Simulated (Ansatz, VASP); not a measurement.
# SrTiSi in two plane-wave programs, part 2 of 2

Wanted: the spread between two codes on one cell, functional and k mesh. The cell is invented: As first built, before any earlier steps moved the atoms: it takes the SrSiGe structure with some of its atoms replaced by other elements, volume scaled by an estimate. It may not be a known or stable phase. The cell comes out of the VASP series on this material, whose earlier steps may have relaxed, scaled or displaced it; both programs get it as it stands.

VASP 6.6.1 and Ansatz 0.2.0.

So far: The starting structure; Ansatz: band structure, PBEsol with D4, spin-orbit coupling.

**3. VASP: band structure, PBEsol with D4, spin-orbit coupling**

Level of this step: PBEsol with D4, spin-orbit coupling; plane waves and PAW (Sr_sv, Ti_sv, Si); invented cell (VASP).

The same cell, functional, mesh and smearing now go to VASP, with its own data sets and cutoff.

Lines of VASP's logs that name or quote its potential files are left out, and so is its time.

INCAR reads:

```
SYSTEM = SrTiSi
PREC = Accurate
ENCUT = 400
EDIFF = 1E-06
NELM = 100
ISMEAR = 1
SIGMA = 0.2
LREAL = .FALSE.
ALGO = Normal
GGA = PS
IVDW = 13
LNONCOLLINEAR = .TRUE.
MAGMOM = 0 0 0 0 0 0 0 0 0
NBANDS = 38
GGA_COMPAT = .FALSE.
LASPH = .TRUE.
LSORBIT = .TRUE.
LMAXMIX = 4
LORBIT = 11
LWAVE = .FALSE.
LCHARG = .FALSE.
```

POSCAR reads:

```
SrTiSi
1.0
    4.3727343976     -0.0000000405      0.0000000000
   -2.1863677692      3.7868990370      0.0000000000
    0.0000000000      0.0000000000      4.4524079147
Sr Ti Si
1 1 1
Direct
    0.6666666700      0.3333333300      0.0000000000
    0.0000000000      0.0000000000      0.5000000000
    0.3333333300      0.6666666700      0.5000000000
```

KPOINTS reads:

```
Automatic mesh
0
Gamma
6 6 5
0 0 0
```

KPOINTS_OPT reads:

```
Line mode
16
Line-mode
Reciprocal
  0.00000000   0.00000000   0.00000000 GAMMA
  0.50000000   0.00000000   0.00000000 M

  0.50000000   0.00000000   0.00000000 M
  0.33333333   0.33333333   0.00000000 K

  0.33333333   0.33333333   0.00000000 K
  0.00000000   0.00000000   0.00000000 GAMMA

  0.00000000   0.00000000   0.00000000 GAMMA
  0.00000000   0.00000000   0.50000000 A

  0.00000000   0.00000000   0.50000000 A
  0.50000000   0.00000000   0.50000000 L

  0.50000000   0.00000000   0.50000000 L
  0.33333333   0.33333333   0.50000000 H

  0.33333333   0.33333333   0.50000000 H
  0.00000000   0.00000000   0.50000000 A

  0.50000000   0.00000000   0.50000000 L
  0.50000000   0.00000000   0.00000000 M

  0.33333333   0.33333333   0.00000000 K
  0.33333333   0.33333333   0.50000000 H
```

The projector-augmented-wave data sets are Sr_sv, Ti_sv and Si (PBE family, release 64).

Started as:

```bash
> mpirun -np 1 vasp_ncl
```

Numbers of over 12 decimals in the logs are rounded to 6 here.

The log of the run:

```text
[banner, memory and clock lines left out]
running    1 mpi-ranks, on    1 nodes
 distrk:  each k-point on    1 cores,    1 groups
 distr:  one band on    1 cores,    1 groups

 POSCAR found type information on POSCAR SrTiSi
 POSCAR found :  3 types and       3 ions
|                                                                             |
|               ----> ADVICE to this user running VASP <----                  |
|                                                                             |
|     You enforced a specific xc type in the INCAR file but a different       |
|     [... a line on the potential file left out ...]
|     I HOPE YOU KNOW WHAT YOU ARE DOING!                                     |
|                                                                             |

 LDA part: xc-table for (Slater+PW92), standard interpolation
 POSCAR, INCAR and KPOINTS ok, starting setup
 FFT: planning ... GRIDC
 FFT: planning ... GRID_SOFT
 FFT: planning ... GRID
 WAVECAR not read
 entering main loop
       N       E                     dE             d eps       ncg     rms          rms(c)
DAV:   1     0.230177802967E+03    0.23018E+03   -0.10761E+04  2304   0.114E+03
DAV:   2     0.913118120841E+01   -0.22105E+03   -0.21430E+03  2346   0.365E+02
DAV:   3    -0.160847603823E+02   -0.25216E+02   -0.24696E+02  3626   0.105E+02
DAV:   4    -0.187751593037E+02   -0.26904E+01   -0.26719E+01  3376   0.286E+01
DAV:   5    -0.189604331281E+02   -0.18527E+00   -0.18522E+00  3332   0.651E+00    0.331E+01
DAV:   6    -0.177855062374E+02    0.11749E+01   -0.34009E+01  3012   0.357E+01    0.154E+01
DAV:   7    -0.166438335132E+02    0.11417E+01   -0.21988E+01  3042   0.333E+01    0.149E+01
DAV:   8    -0.159780017853E+02    0.66583E+00   -0.26710E+00  2980   0.117E+01    0.461E+00
DAV:   9    -0.159967751666E+02   -0.18773E-01   -0.21819E-01  3180   0.224E+00    0.180E+00
DAV:  10    -0.159900911833E+02    0.66840E-02   -0.13863E-02  3500   0.767E-01    0.126E+00
DAV:  11    -0.159857541548E+02    0.43370E-02   -0.18278E-02  3254   0.964E-01    0.351E-01
DAV:  12    -0.159858361795E+02   -0.82025E-04   -0.13490E-03  2946   0.297E-01    0.197E-01
DAV:  13    -0.159857685616E+02    0.67618E-04   -0.30840E-04  3178   0.108E-01    0.630E-02
DAV:  14    -0.159857695795E+02   -0.10179E-05   -0.13414E-05  3042   0.225E-02    0.403E-02
DAV:  15    -0.159857711508E+02   -0.15713E-05   -0.95014E-06  3202   0.204E-02    0.246E-02
DAV:  16    -0.159857699355E+02    0.12154E-05   -0.11469E-05  3120   0.228E-02    0.578E-03
DAV:  17    -0.159857694642E+02    0.47130E-06   -0.20582E-06  2352   0.112E-02
   1 F= -.16342717E+02 E0= -.16340267E+02  d E =-.735234E-02  mag=     0.0000     0.0000    -0.0000
 Start KPOINTS_OPT (optional k-point list driver)
k-point batch [1-30\144]
       N       E                     dE             ncg
DAV:   1    -0.432929130186E+04   -0.16224E+05     2336
DAV:   2    -0.108911829860E+05   -0.65619E+04     2358
DAV:   3    -0.116402004799E+05   -0.74902E+03     3730
DAV:   4    -0.117269652663E+05   -0.86765E+02     3410
DAV:   5    -0.117323623212E+05   -0.53971E+01     3290
DAV:   6    -0.117324691850E+05   -0.10686E+00     3290
DAV:   7    -0.117324746715E+05   -0.54865E-02     3330
DAV:   8    -0.117324748189E+05   -0.14742E-03     3300
DAV:   9    -0.117324748274E+05   -0.84018E-05     2788
DAV:  10    -0.117324748277E+05   -0.32548E-06     1898
[...]
k-point batch [121-144\144]
       N       E                     dE             ncg
DAV:   1     0.745886200060E+03   -0.19528E+05     1912
DAV:   2    -0.440639792139E+04   -0.51523E+04     1936
DAV:   3    -0.499824334484E+04   -0.59185E+03     2900
DAV:   4    -0.507169180291E+04   -0.73448E+02     2766
DAV:   5    -0.507626374877E+04   -0.45719E+01     2624
DAV:   6    -0.507637123890E+04   -0.10749E+00     2658
DAV:   7    -0.507637578216E+04   -0.45433E-02     2660
DAV:   8    -0.507637596502E+04   -0.18286E-03     2578
DAV:   9    -0.507637597445E+04   -0.94271E-05     2280
DAV:  10    -0.507637597485E+04   -0.40218E-06     1490
```

Parts of OUTCAR (step 3):

```text
ion  position               nearest neighbor table
   1  0.667  0.333  0.000-   3 3.37   3 3.37   2 3.37   2 3.37   3 3.37   3 3.37   2 3.37   2 3.37
                             2 3.37   2 3.37   3 3.37   3 3.37
   2  0.000  0.000  0.500-   3 2.52   3 2.52   3 2.52   1 3.37   1 3.37   1 3.37   1 3.37   1 3.37
                             1 3.37
   3  0.333  0.667  0.500-   2 2.52   2 2.52   2 2.52   1 3.37   1 3.37   1 3.37   1 3.37   1 3.37
                             1 3.37

  LATTYP: Found a hexagonal cell.
 ALAT       =     4.3727343976
 C/A-ratio  =     1.0182205252

 Subroutine GETGRP returns: Found 12 space group operations
 (whereof 12 operations were pure point group operations)

The static configuration has the point symmetry D_3h.

 Found     30 irreducible k-points:

   k-points           NKPTS =     30   k-points in BZ     NKDIM =     30   number of bands    NBANDS=     38

   dimension x,y,z NGX =    30 NGY =   30 NGZ =   30
   dimension x,y,z NGXF=    60 NGYF=   60 NGZF=   60

   ENCUT  =  400.0 eV  29.40 Ry    5.42 a.u.   7.13  7.13  7.26*2*pi/ulx,y,z

   NELECT =      26.0000    total number of electrons

 k-points in reciprocal lattice and weights: Automatic mesh
   0.00000000  0.00000000  0.00000000       0.006
   0.16666667  0.00000000  0.00000000       0.017
  -0.16666667  0.00000000  0.00000000       0.017
   0.33333333  0.00000000  0.00000000       0.017
  -0.33333333  0.00000000  0.00000000       0.017
   0.50000000 -0.00000000  0.00000000       0.017
   0.16666667  0.16666667  0.00000000       0.033
   0.33333333  0.16666667  0.00000000       0.033
  -0.33333333 -0.16666667  0.00000000       0.033
[...]
-0.33333333 -0.16666667 -0.40000000       0.067
   0.33333333  0.33333333  0.40000000       0.022

 average (electrostatic) potential at core
       1 -35.8611       2 -76.2663       3 -83.4976

 E-fermi :   4.6806

 k-point     1 :       0.0000    0.0000    0.0000
  band No.  band energies     occupation
    ...
     20       2.7462      1.00000
     21       2.7569      1.00000
     22       2.7569      1.00000
     23       3.2942      1.00000
     24       3.2942      1.00000
     25       4.7090      0.38087
     26       4.7090      0.38087
     27       5.1879     -0.00098
     28       5.1879     -0.00098
     29       5.2047     -0.00066
    ...

 k-point     2 :       0.1667    0.0000    0.0000
  band No.  band energies     occupation
    ...
     22       2.9423      1.00000
     23       3.5097      1.00000
     24       3.5097      1.00000
     25       4.2576      1.00542
     26       4.2576      1.00542
     27       5.0778     -0.00836
     28       5.0778     -0.00836
     29       5.5057     -0.00000
     30       5.5057     -0.00000
     31       6.2069     -0.00000
    ...

 k-point     3 :      -0.1667    0.0000    0.0000
  band No.  band energies     occupation
    ...
     22       2.9423      1.00000
     23       3.5097      1.00000
     24       3.5097      1.00000
     25       4.2576      1.00542
     26       4.2576      1.00542
     27       5.0778     -0.00836
     28       5.0778     -0.00836
     29       5.5057     -0.00000
     30       5.5057     -0.00000
     31       6.2069     -0.00000
    ...

  DFT-D4 for vdW energy calculation

  Edisp (eV):   -0.35695

  Total       0.04301     0.04301     0.00494    -0.00000    -0.00000     0.00000
  in kB       0.93463     0.93463     0.10733    -0.00000    -0.00000     0.00000
  external pressure =        0.66 kB  Pullay stress =        0.00 kB

  energy-cutoff  :      400.00
  volume of cell :       73.73
      direct lattice vectors                 reciprocal lattice vectors
     4.372734398 -0.000000040  0.000000000     0.228689857  0.132034186  0.000000000
    -2.186367769  3.786899037  0.000000000     0.000000002  0.264068304  0.000000000
     0.000000000  0.000000000  4.452407915     0.000000000  0.000000000  0.224597570

 POSITION                                       TOTAL-FORCE (eV/Angst)
 -----------------------------------------------------------------------------------
      2.18637      1.26230      0.00000        -0.000000      0.000000      0.000000
      0.00000      0.00000      2.22620         0.000000     -0.000000      0.000000
     -0.00000      2.52460      2.22620         0.000000     -0.000000      0.000000
 -----------------------------------------------------------------------------------
    total drift:                               -0.000015      0.000009      0.000000

  FREE ENERGIE OF THE ION-ELECTRON SYSTEM (eV)
  ---------------------------------------------------
  free  energy   TOTEN  =       -16.3427174294 eV

  energy  without entropy=      -16.3353650900  energy(sigma->0) =      -16.34026665

 Spin-Orbit-Coupling matrix elements
 Ion:    1  E_soc:     -0.1782206
 Ion:    2  E_soc:     -0.0118017
 Ion:    3  E_soc:     -0.0004543

 total charge
# of ion       s       p       d       tot
------------------------------------------
    1        2.032   5.750   0.249   8.030
    2        2.221   6.085   1.925  10.231
    3        0.785   0.936   0.000   1.721
--------------------------------------------------
tot          5.038  12.770   2.174  19.983

 magnetization (x)
# of ion       s       p       d       tot
------------------------------------------
    1        0.000  -0.000   0.000  -0.000
    2       -0.000   0.000   0.000   0.000
    3        0.000  -0.000   0.000  -0.000
--------------------------------------------------
tot         -0.000  -0.000   0.000   0.000

 magnetization (y)
# of ion       s       p       d       tot
------------------------------------------
    1       -0.000  -0.000   0.000  -0.000
    2        0.000   0.000   0.000   0.000
    3        0.000   0.000   0.000   0.000
--------------------------------------------------
tot          0.000   0.000   0.000   0.000

 magnetization (z)
# of ion       s       p       d       tot
------------------------------------------
    1        0.000   0.000  -0.000  -0.000
    2        0.000   0.000  -0.000  -0.000
    3        0.000   0.000   0.000   0.000
--------------------------------------------------
tot          0.000   0.000  -0.000  -0.000

[... 3 further parts left out ...]
```

The run ends at a pressure of 0.07 GPa.

**4. Differences**

Known differences besides the PAW data sets themselves: spin-orbit coupling enters by fully relativistic files in Ansatz and inside the spheres in VASP; the cutoff is 420 eV in Ansatz and 400 eV in VASP; Ansatz makes its cores anew for this functional, VASP keeps those of its PBE data sets. Total energies have different zeros and are not compared.

The two programs side by side:

```tsv
quantity	Ansatz	VASP	difference
pressure (GPa)	0.11	0.07	+0.05
```

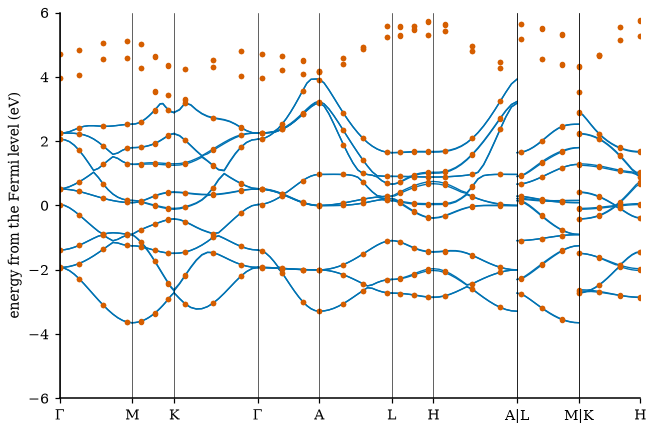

Bands from VASP (lines) and levels from Ansatz (dots). Dots without a line are higher empty bands that the VASP plot leaves out.

Levels from 3 eV below to 2 eV above the Fermi level differ by 3 meV r.m.s. and 7 meV at most; each VASP level is matched to the nearest of Ansatz, which flatters the figure a little. Ansatz's pressure holds a Pulay correction of 0.01 GPa; VASP's holds none.

**5. Results**

```json
{"r.m.s. difference of levels near the Fermi level (band structure, PBEsol with D4, spin-orbit coupling)": "2.9 meV"}
```

What this shows: The r.m.s. difference of levels near the Fermi level is 2.9 meV (band structure, PBEsol with D4, spin-orbit coupling), within the 80 meV picked in this series as the mark of a large difference. Differences of this kind measure data sets and numerical settings, not the functional's error against experiment.

[Lines on the potential files, build, host, timing and source positions are cut from VASP's logs without a mark.]

[Logs are printed without paths, hosts, clocks, repeated set-up lines and the standing remarks that a program may print on its own settings, such as how far it seeks lower states.]

[Hosts, paths, dates, database ids (printed as entryN), source tags and the programs' standing remarks are cut or masked in the printed files.]
